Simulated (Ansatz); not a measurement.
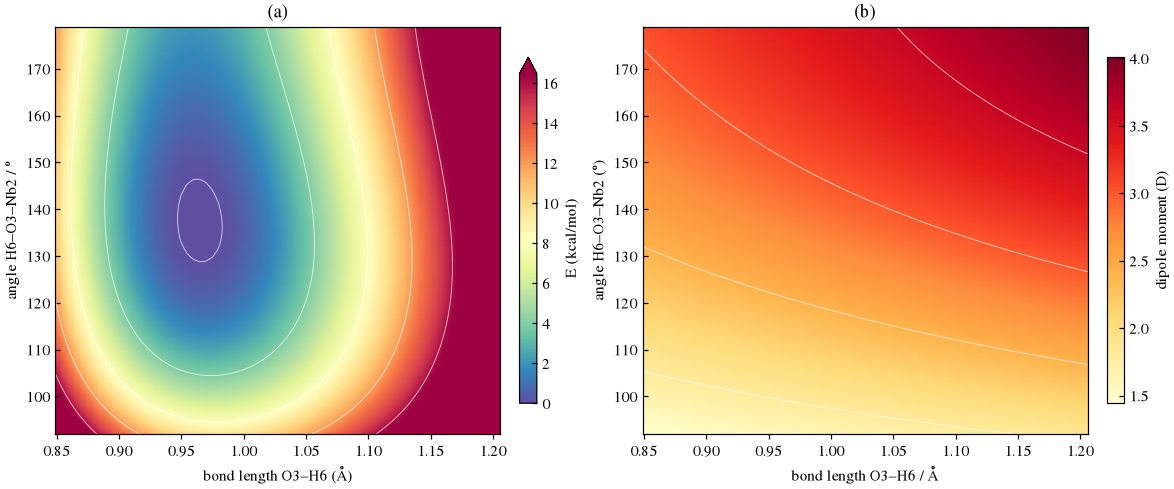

ClFHNbO₂, SMILES [O]=[Nb]([OH])([F])[Cl]. 
- The first coordinate is: bond length O3–H6; the second: angle H6–O3–Nb2.
- Nothing is relaxed (all other coordinates rigid).
- Grid: 9 × 9 points.
- Points are written as (first, second).
- Energies are in kcal/mol, from the lowest grid point.
- Computed with RKS CAM-B3LYP-D4/def2-SVP (Ansatz).

Panel (a) is the energy; panel (b) is the computed dipole moment, in D.

The picture shows a smooth colour map with a few white contour lines, one colour for all values above the top of the scale. Between grid points the surface is interpolated.

Question: How does the dipole moment vary over the map, and what is it at the lowest grid point?

Answer: Leaving out the highest fifth of the energies, it runs from 1.50 D at (0.894 Å, 92.0°) to 3.77 D at (1.117 Å, 179.0°). At the lowest grid point, (0.983 Å, 135.5°), it is 2.76 D.
